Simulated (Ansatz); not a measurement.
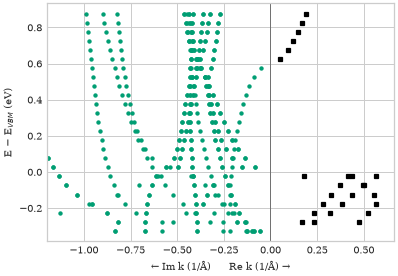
Complex bands at the centre of the two-dimensional zone; PBEsol (Ansatz, an electronic-structure program)

The gap is the functional's own. No spin-orbit coupling. Mid-gap values are those at the computed energy nearest the middle.

### Question
This is FeS₂ (Pa-3, 12 atoms a cell, 13.1 Å³ an atom, -6 GPa at this level) along the normal of (001). Read off the slowest decay at the centre of the two-dimensional zone at 0.33 eV, the computed energy nearest the middle of the gap.

### Answer
κ ≈ 0.16 1/Å, a decay length 1/(2κ) of the density of 3.1 Å.
